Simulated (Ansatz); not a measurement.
Starting cell, TiRh (space group P4/mmm):

```
CELL_PARAMETERS angstrom
      5.78864     0.00000     0.00000
      2.89432     2.89432     0.00000
      0.00000     0.00000     3.35624
ATOMIC_POSITIONS crystal
  Ti 0.00000 0.50000 0.50000
  Ti 0.50000 0.50000 0.50000
  Rh 0.00000 0.00000 0.00000
  Rh 0.50000 0.00000 0.00000
```

A phonon eigenvector at M = (0.5, 0.5, 0.0) is frozen into this cell: atom i moves by Q times the vector below, so Q is the largest atomic displacement, in Å. The cell is held. It is one choice among 2 degenerate patterns. (q is in reciprocal vectors of the primitive cell; the cell shown is doubled to hold the pattern.)

| atom | x | y | z |
|---|---|---|---|
| Ti1 | 0.565 | 0.000 | 0.000 |
| Ti2 | -0.565 | 0.000 | 0.000 |
| Rh3 | 0.000 | 1.000 | 0.000 |
| Rh4 | 0.000 | -1.000 | 0.000 |

The numbers are results of LDA (plane waves to 420 eV, PAW, scalar-relativistic; Ansatz, a program for electronic structure), not measurements. k mesh 16×16×14 (Γ-centred), Fermi-Dirac smearing 0.05 eV. E stands for the smeared free energy. With partly filled bands, energies and forces of such displacements shift with the k mesh and the smearing. TiRh is run without spin polarisation. TiRh was relaxed with its symmetry unable to fall. The zero of ΔE is the undisplaced structure.

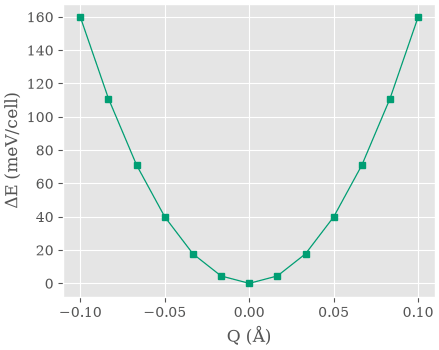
ΔE (meV/cell) against Q (Å); computed points joined by lines.

Problem. What is the energy change at Q = 0.100 Å?

Solution. About 160 meV/cell.

Problem. What harmonic wavenumber does the curvature at Q = 0 give?

Solution. About 190 cm⁻¹.

(A displaced cell: forces are minus the slopes of the energy, force constants its curvatures, and phonons follow from these.)
